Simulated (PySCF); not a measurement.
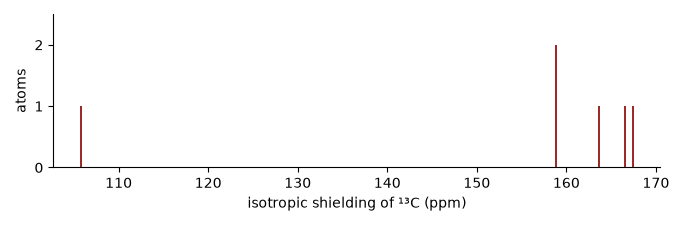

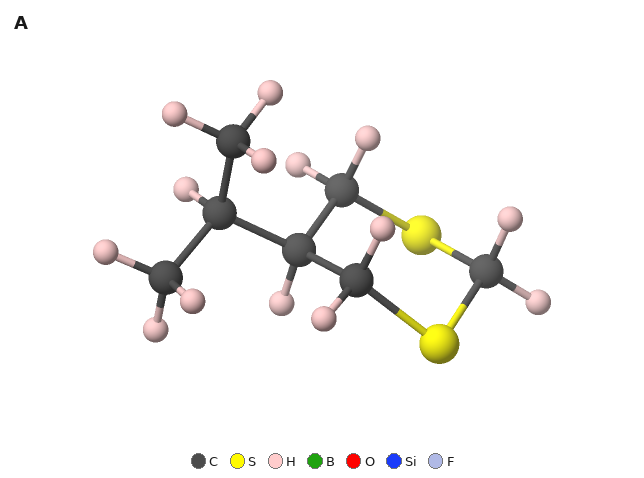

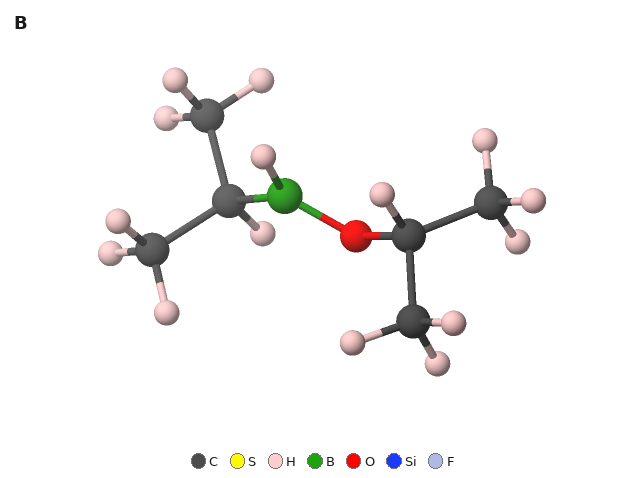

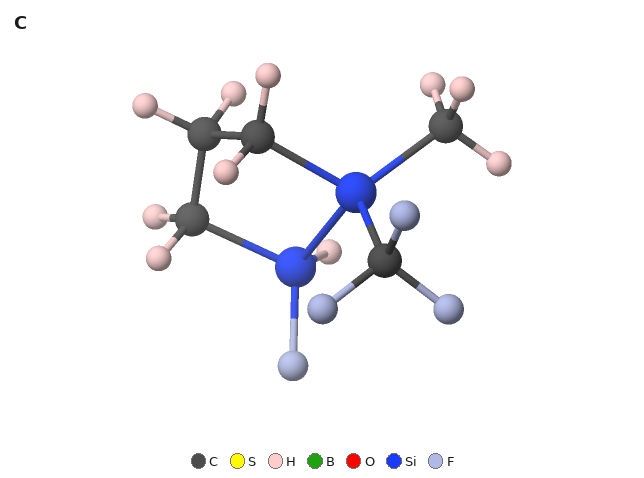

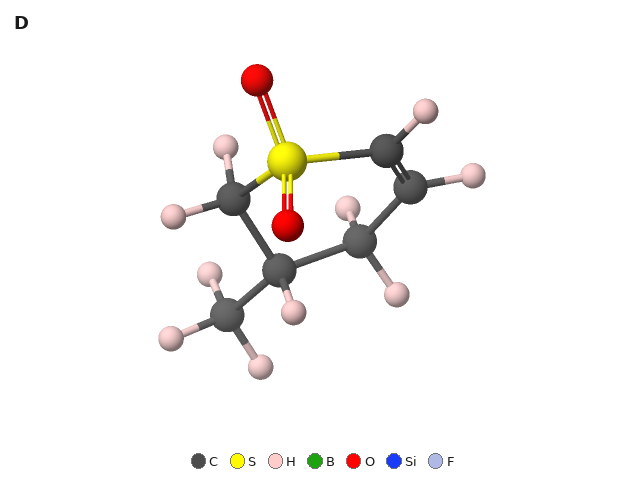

The sticks are computed shieldings of one of the molecules, for one fixed geometry (PBE0-D3(BJ)/def2-SVP) without averaging over rotations. Low shielding means a high chemical shift. Method: GIAO PBE0/pcSseg-1 NMR shielding, non-relativistic, IEF-PCM acetonitrile (PySCF 2.14.0).

Match the spectrum to a structure.

B, `CC(C)BOC(C)C`. Its 6 C atoms give lines at 105.8, 158.8 (2 atoms), 163.6, 166.5, 167.4 ppm.
